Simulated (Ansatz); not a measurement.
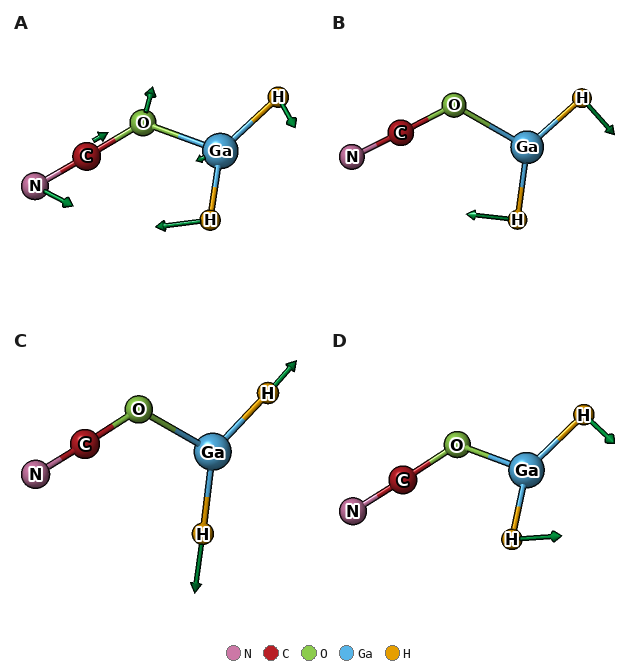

4 normal modes of one molecule or complex, as arrows. Harmonic vibrations computed with RKS PBE0-D4/def2-TZVP (Ansatz 0.2.0) at a stationary point of the same level.

**Match the panels to the wavenumbers 122 cm⁻¹, 495 cm⁻¹, 708 cm⁻¹, 2052 cm⁻¹.**

A: 122 cm⁻¹
B: 495 cm⁻¹, H–Ga–O bending
C: 2052 cm⁻¹, in-phase stretching of 2 Ga–H bonds
D: 708 cm⁻¹, H–Ga–H bending
